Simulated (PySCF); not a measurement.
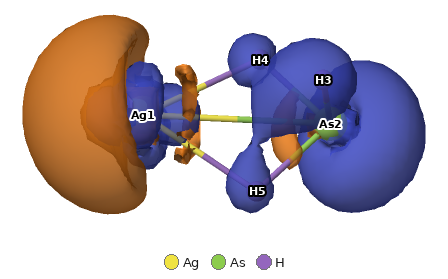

Figure. AgAsH₃, charge +1, SMILES `[Ag+].[AsH3]`. Unrelaxed difference density of S₁ less the ground state (TDA singlet states), ±0.02 e/Å³; orange: gain, blue: loss.

Method: BHandHLYP/def2-SVP; geometry: an unrelaxed start of a pair search; program: PySCF. Core potentials replace the inner electrons of Ag; spin–orbit coupling isn't included. Without diffuse functions Rydberg states are missing, so the states' numbers hold for this basis only.

Q: How does the charge move on excitation?

A: 0.69 e is displaced in all, of which about 0.5 e passes between atoms: As2 (0.38 e) and H3 (0.07 e) lose electrons and Ag1 (0.49 e) gains them. The state: 5.16 eV (240 nm), f = 0.168 (bright), partly diffuse acceptor orbital, which a basis without diffuse functions describes poorly; the leading pair carries 97 %; hole on As2 (51 %), Ag1 (32 %) and H3 (8 %), electron on Ag1 (81 %) and As2 (13 %) (atom shares of so diffuse an orbital are rough); their centroids lie 2.0 Å apart.

Cost of the run: 64 s on 1 thread of Arm Neoverse V1 (shared host), peak memory 0.43 GiB.
